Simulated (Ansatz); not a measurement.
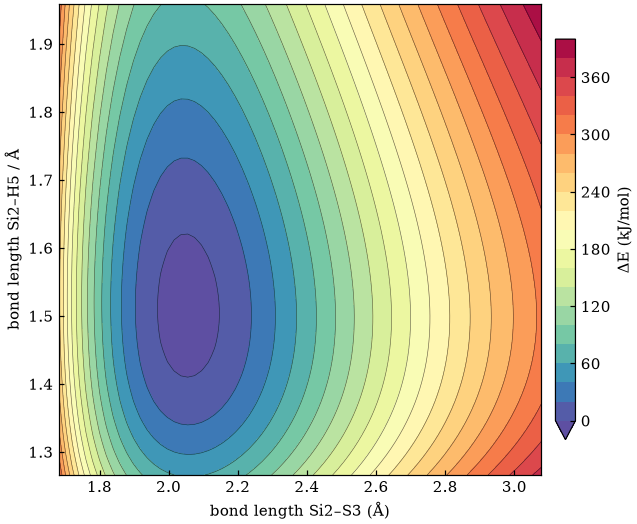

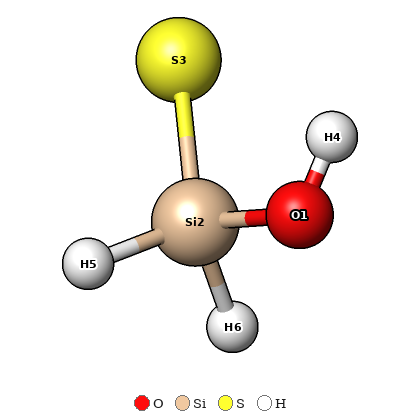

Energy landscape of H3OSSi, SMILES O[SiH2][S-], charge −1. Coordinates scanned: (1) bond length Si2–S3; (2) bond length Si2–H5. Nothing is relaxed (all other coordinates rigid). Grid: 7 × 7 points. Points are written as (first, second). Energies: kJ/mol, counted from the lowest grid point. The reference is spin-restricted, which grows unreliable where a bond is stretched far. Level of theory: RKS wB97M-V/def2-SVPD in Ansatz.

The picture shows filled contours. Between grid points the surface is interpolated. The second picture is the structure at the lowest point.

Describe this landscape.

Answer. The lowest grid point is at (2.147 Å, 1.497 Å). The bottom of the well lies between grid points, at about (2.047 Å, 1.507 Å), about 8.5 kJ/mol lower on the interpolated surface. It is the only kind of minimum in the scanned range. The highest grid point, (3.077 Å, 1.959 Å), lies 395 kJ/mol above the lowest. Round the minimum the two coordinates are nearly uncoupled.

Each point was launched as `ansatz run input.yaml --threads 1 --pin off --max-ram 2560MiB --backend cpu --events-out ev --progress --plain --runs-dir out`. Time for the 49 points that were run: 9.4 min on 1 thread of Intel(R) Xeon(R) Platinum 8488C (Sapphire Rapids), with other jobs on the host.
